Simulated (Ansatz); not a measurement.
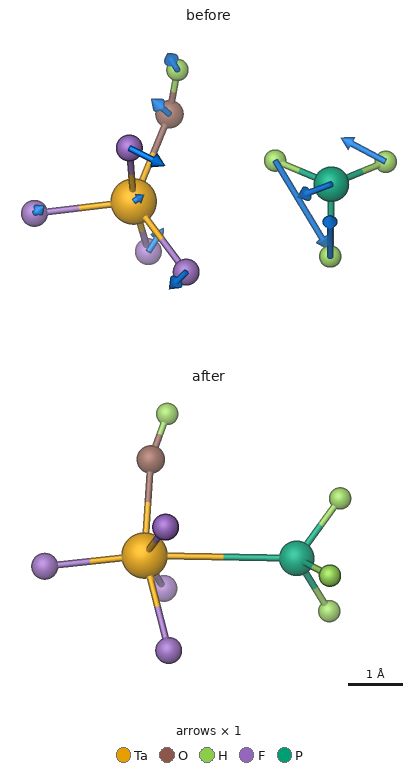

The structure of TaPH₄OF₄ before (top) and after (bottom) a relaxation, at one scale. The blue arrows give the displacements, at their true length.

Style: ball-and-stick. Shown face on.

The run prepares an end point of a later path (reaction) calculation, from a guessed geometry.

The calculation used RKS PBE0/def2-SVP (Ansatz 0.2.0).

Input file:
```yaml
crystal:
  periodic: [false, false, false]
  atoms:
    - { symbol: Ta, position_ang: [-0.003947, 0.232427, 0.035414] }
    - { symbol: O, position_ang: [1.953725, 0.311146, 0.11288] }
    - { symbol: H, position_ang: [2.420631, 0.551352, 0.926129] }
    - { symbol: F, position_ang: [-0.027162, 0.787527, 1.844465] }
    - { symbol: F, position_ang: [0.143261, -0.468428, -1.705682] }
    - { symbol: F, position_ang: [-0.82946, 1.792057, -0.536027] }
    - { symbol: F, position_ang: [-1.127019, -1.185517, 0.501482] }
    - { symbol: P, position_ang: [1.319091, -2.911102, 1.536641] }
    - { symbol: H, position_ang: [0.486439, -3.490287, 0.532206] }
    - { symbol: H, position_ang: [2.468276, -3.667555, 1.145759] }
    - { symbol: H, position_ang: [1.706465, -1.80832, 0.717532] }
basis:
  gaussian: { orbitals: def2-SVP }
hamiltonian:
  xc: pbe0
relax:
  f_tol: 0.03
  max_steps: 50
```

Launched with:
```bash
ansatz run input.yaml --threads 4 --pin off --max-ram 5120MiB --backend cpu --events-out ev --progress --plain --runs-dir out
```

> Summarise the run.

The atom that moves furthest after the best rigid fit is H11 (2.00 Å). Largest moves by element: H 2.00 Å, P 0.87 Å, F 0.78 Å, O 0.56 Å, Ta 0.24 Å. Some distances before and after: Ta1–H11 2.749 → 3.675 Å, Ta1–P8 3.726 → 2.825 Å, Ta1–O2 1.961 → 1.878 Å, Ta1–F7 1.868 → 1.901 Å. New bonds form, among them: Ta1–P8 (3.73 → 2.83 Å). Among the angles between lasting bonds that change: Ta1–O2–H3 121.6° → 164.7°, O2–Ta1–F7 128.4° → 162.8°, F6–Ta1–F7 116.6° → 97.0°. The energy falls by 15.2 kcal/mol in 35 accepted moves (38 points after the start). The largest force component goes from 1.7 to 0.018 eV/Å. The line search rejected the trial steps at points 19, 33, 37 of the run. The forces were under the threshold at step 36, but the run went on from there.

Limits of the set-up: the start holds two separate molecules, 2.2 Å apart at their closest, whose relative position is a soft coordinate and is computed without a dispersion correction.
